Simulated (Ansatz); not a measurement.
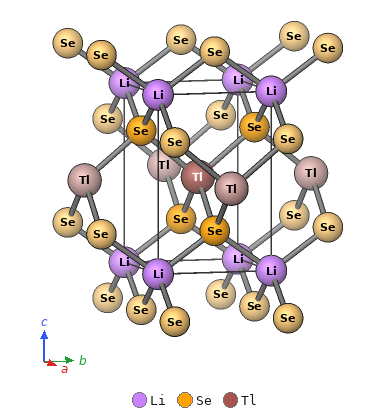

View slightly off an axis, drawn as a ball-and-stick model. The conventional unit cell is outlined; an atom on or near a face, edge or corner is repeated at each equivalent position. Neighbours across the faces are drawn wherever a bond reaches them, in fainter colours.

LiTlSe₂, space group P-4m2 (No. 115), a = 4.110 Å, b = 4.110 Å, c = 6.271 Å, α = 90.00°, β = 90.00°, γ = 90.00°. The model was built from a structure type filled with these elements by a generator (whether the compound takes this form wasn't checked). The cell was then strained or its atoms displaced on purpose. It went into a calculation with Ansatz.

This one geometry was computed with Ansatz (DFT, plane waves, PAW) at three levels of theory: r2SCAN, HSE06 and PBE. It was relaxed with r2SCAN and then strained.

Question: Which level gives the highest pressure at this volume, and what does that say about its equilibrium volume?

Answer: Highest: PBE (2.5 GPa), which points to the largest equilibrium volume. Lowest, with the smallest volume: r2SCAN (1.2 GPa) and HSE06 (0.8 GPa). Levels within 0.5 GPa of each other can't be told apart.

Question: How does the band gap change with the level of theory?

Answer: PBE: a gap of 0.51 eV, direct; r2SCAN: a gap of 0.80 eV, direct; HSE06: a gap of 1.28 eV, direct.

Question: Collect the results in a table.

Answer:
| level | cutoff (eV) | k-mesh of the run's cell | gap (eV) | pressure (GPa) |
| --- | --- | --- | --- | --- |
| r2SCAN | 500 | 6×6×4 | 0.80 | 1.2 |
| HSE06 | 420 | 4×4×4 | 1.28 | 0.8 |
| PBE | 420 | 6×6×4 | 0.51 | 2.5 |

Gaps are taken on the k-mesh or band path of each run.
